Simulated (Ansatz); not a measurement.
# GaH2O2F (SMILES [OH][Ga]([OH])[F]), run twice

Aim: a single-point energy of GaH2O2F at CCSD/cc-pVDZ-DK (sfX2C, density fitting with def2-universal-jkfit).

The results are computed with Ansatz 0.2.0.

3 further runs of the same task are left out: 1 that didn't finish, 2 set aside as unsound or not needed.

## (1) The structure to begin with

GaH2O2F: 6 atoms, total charge 0, spin state singlet. SMILES: `[OH][Ga]([OH])[F]`. The shape is that of a PBE0-D4/def2-TZVP optimisation. This is one conformer, not always the lowest.

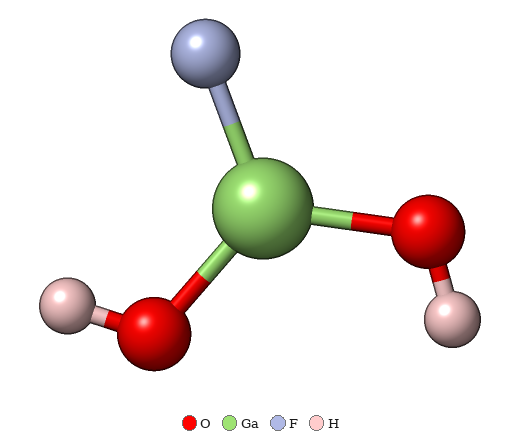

Viewed from a chosen angle; oxygen red, gallium green, fluorine light blue, hydrogen pink.

## (2) First attempt

run.yaml

```yaml
crystal:
  periodic: [false, false, false]
  atoms:
    - symbol: O
      position_ang: [-0.297200, 1.351000, -0.574800]
    - symbol: Ga
      position_ang: [-0.068200, -0.342400, -0.117600]
    - symbol: h
      position_ang: [0.794400, -0.842300, 1.335300]
    - symbol: F
      position_ang: [-0.722600, -1.588800, -1.144800]
    - symbol: H
      position_ang: [-0.788800, 1.459000, -1.392800]
    - symbol: H
      position_ang: [1.124200, -0.100400, 1.848500]
basis:
  gaussian:
    orbitals: cc-pVDZ-DK.json
    fitting: {mean_field: def2-universal-jkfit}
hamiltonian:
  pseudopotentials: {relativity: scalar}
correlation:
  method: ccsd
  electrons: all
```

On the command line:

```bash
$ ansatz run run.yaml --threads 1 --pin off --max-ram 2610MiB --events-out events.jsonl --progress --plain --runs-dir runs
```

The program printed:

```text
Error: YAML parse error: error: line 8 column 15: `h` is not an element symbol (H … Og, case-exact)
  --> <input>:8:15
   |
 6 |     - symbol: Ga
 7 |       position_ang: [-0.068200, -0.342400, -0.117600]
 8 |     - symbol: h
   |               ^ `h` is not an element symbol (H … Og, case-exact)
 9 |       position_ang: [0.794400, -0.842300, 1.335300]
10 |     - symbol: F
   |
```

Run time: 0.02 s. Hardware: 1 thread of AMD EPYC 9R45 (Zen 5), shared host.

## (3) Diagnosis

The program refused the input.

The telling line is `Error: YAML parse error: error: line 8 column 15: 'h' is not an element symbol`. The fault: an element symbol is mistyped. The culprit stands in `- symbol: h`.

## (4) Try two

Edit run.yaml of step 2 so:

```diff
@@ -7,3 +7,3 @@
       position_ang: [-0.068200, -0.342400, -0.117600]
-    - symbol: h
+    - symbol: O
       position_ang: [0.794400, -0.842300, 1.335300]
```

The basis set cc-pVDZ-DK is read from a file made from the Basis Set Exchange's data (not shown).

On the command line:

```bash
$ ansatz run run.yaml --threads 1 --pin off --max-ram 2610MiB --events-out events.jsonl --progress --plain --runs-dir runs
```

The program printed, cut to the lines that bear on the results:

```text
Warning: RAYON_NUM_THREADS=1 ignored (pool sized by the plan → 1); use --threads N
Functional definition: HF
  name "HF"
[...]
533 factors; integrals over basis functions are off by at most 1.9e-1 eV
[...]
mean field -59667.41076091 eV, -2192.7369014399 hartree, gradient 1.9e-6 eV, S^2 0.000000; 0 other end points of the search recorded, 0 dependent functions left out
reference -59667.41076091 eV, -2192.7369014399 hartree; 29, 29 occupied and 50, 50 virtual orbitals, 533 factors
second order -18.29647908 eV of doubles, -0.00000000 eV of singles
cycle   1  -17.95202874 eV  change    3.4e-1 eV  update   1.1e-1
[...]
cycle   9  -18.50304315 eV  change   -1.6e-6 eV  update   2.0e-5
Total energy: -59685.91380407 eV, -2193.4168757341 hartree
Relativity: scalar
```

Run time: 4.2 s. Hardware: 1 thread of AMD EPYC 9R45 (Zen 5), shared host; peak memory 0.35 GiB.

## (5) Results

At CCSD/cc-pVDZ-DK (sfX2C, density fitting with def2-universal-jkfit):

```
          quantity           value
      total energy  -2193.41688 Eh
correlation energy      -680.0 mEh
     T1 diagnostic           0.011
```
